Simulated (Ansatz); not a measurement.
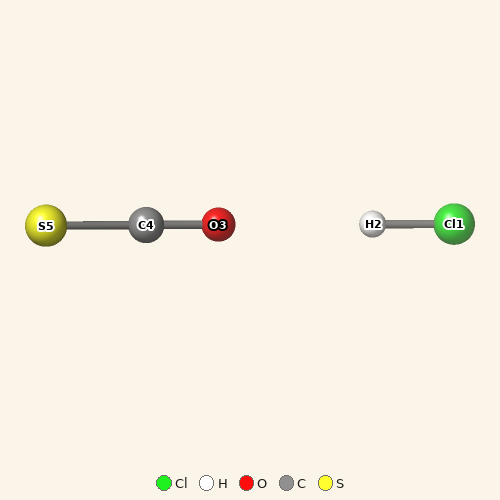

The system is the pair ClH···COS; the picture shows the reference structure. The turn is about an axis along (0.78, −0.63, 0.00) in the frame of the relaxed pair, normal to the line between the partners. First axis: distance O3···Cl1. Second axis: turn of Cl1, H2 about O3. Grid: 15 × 15 points. Points are written as (first, second). All energies are given in kJ/mol relative to the two partners far apart, frozen as in the relaxed pair, each in its own basis (no counterpoise correction). The calculation used RHF/def2-SVPD (Ansatz).

Its coordinates:

```yaml
atoms:
  - { symbol: Cl, position_ang: [0.1912, 0.2308, -3.2185] }
  - { symbol: H, position_ang: [0.1176, 0.1417, -1.9481] }
  - { symbol: O, position_ang: [-0.0250, -0.0300, 0.4529] }
  - { symbol: C, position_ang: [-0.0940, -0.1134, 1.5775] }
  - { symbol: S, position_ang: [-0.1898, -0.2290, 3.1363] }
```

Range: distance O3···Cl1 from 3.097 to 4.497 Å; turn of Cl1, H2 about O3 from −120.0 to 120.0°.

What landscape does the calculation give?

Answer. The lowest grid point is at (3.737 Å, 0.0°), −6.3 kJ/mol from the two partners far apart, frozen as in the relaxed pair, each in its own basis (no counterpoise correction). No other kind of well shows on this grid. The highest grid point, (3.097 Å, −120.0°), lies 179.5 kJ/mol above the lowest. Round the minimum the two coordinates are nearly uncoupled. At the highest point the unbonded atoms H2···C4 come to 1.59 Å, against 3.59 Å at the lowest; the sum of their van der Waals radii is about 3.0 Å.

```
turn of Cl1, H2 about O3 ↓, distance O3···Cl1 →  3.097  3.132  3.189  3.259  3.339  3.428  3.525  3.628  3.737  3.851  3.971  4.096  4.225  4.359  4.497
                                          120.0  167.6  155.3  137.2  117.8   98.9   81.3   65.6   52.2   40.8   31.5   23.8   17.7   12.8    9.0    6.2
                                          102.9   52.5   47.7   40.7   33.7   27.1   21.4   16.7   12.8    9.8    7.5    5.7    4.3    3.3    2.5    1.9
                                           85.7   22.8   20.0   16.1   12.2    8.9    6.2    4.2    2.7    1.6    1.0    0.5    0.3    0.1    0.0   −0.1
                                           68.6   12.3   10.2    7.2    4.5    2.2    0.4   −0.8   −1.6   −2.1   −2.2   −2.2   −2.1   −2.0   −1.8   −1.6
                                           51.4    8.2    6.2    3.6    1.2   −0.9   −2.3   −3.3   −3.9   −4.1   −4.1   −3.9   −3.7   −3.4   −3.0   −2.7
                                           34.3    6.5    4.5    1.9   −0.5   −2.4   −3.9   −4.7   −5.2   −5.3   −5.2   −4.9   −4.6   −4.2   −3.7   −3.3
                                           17.1    5.5    3.5    0.9   −1.5   −3.4   −4.8   −5.6   −6.0   −6.0   −5.8   −5.5   −5.0   −4.6   −4.1   −3.6
                                            0.0    5.1    3.1    0.5   −1.9   −3.8   −5.1   −5.9   −6.3   −6.3   −6.1   −5.7   −5.2   −4.7   −4.2   −3.7
                                          −17.1    5.5    3.6    0.9   −1.5   −3.4   −4.8   −5.6   −6.0   −6.0   −5.8   −5.5   −5.0   −4.6   −4.1   −3.6
                                          −34.3    6.5    4.5    1.9   −0.5   −2.4   −3.8   −4.7   −5.2   −5.3   −5.2   −4.9   −4.5   −4.1   −3.7   −3.3
                                          −51.4    8.2    6.3    3.6    1.2   −0.8   −2.3   −3.3   −3.9   −4.1   −4.1   −3.9   −3.6   −3.3   −3.0   −2.7
                                          −68.6   12.4   10.3    7.3    4.6    2.3    0.5   −0.8   −1.6   −2.0   −2.2   −2.2   −2.1   −2.0   −1.8   −1.6
                                          −85.7   23.1   20.3   16.3   12.5    9.1    6.4    4.3    2.8    1.7    1.0    0.6    0.3    0.2    0.0    0.0
                                         −102.9   53.7   48.8   41.7   34.5   27.9   22.0   17.2   13.2   10.2    7.8    5.9    4.5    3.4    2.6    2.0
                                         −120.0  173.2  160.6  142.0  122.0  102.5   84.4   68.2   54.3   42.5   32.8   24.8   18.4   13.4    9.4    6.4
```

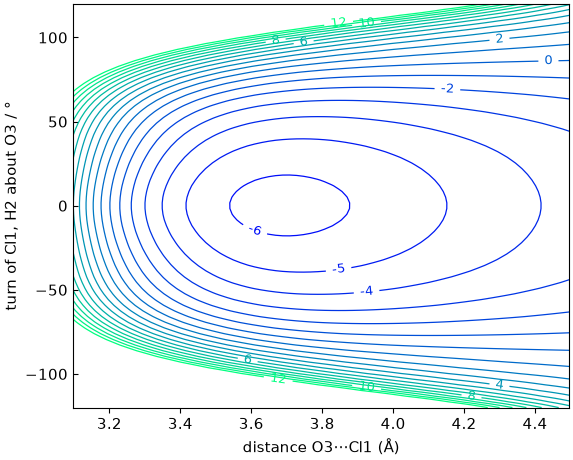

In the figure: contour lines labelled in kJ/mol (none above 12). Between grid points the surface is interpolated.

Time for the 225 points that were run: 16 min on 1 thread of Arm Neoverse N1, with other jobs on the host.
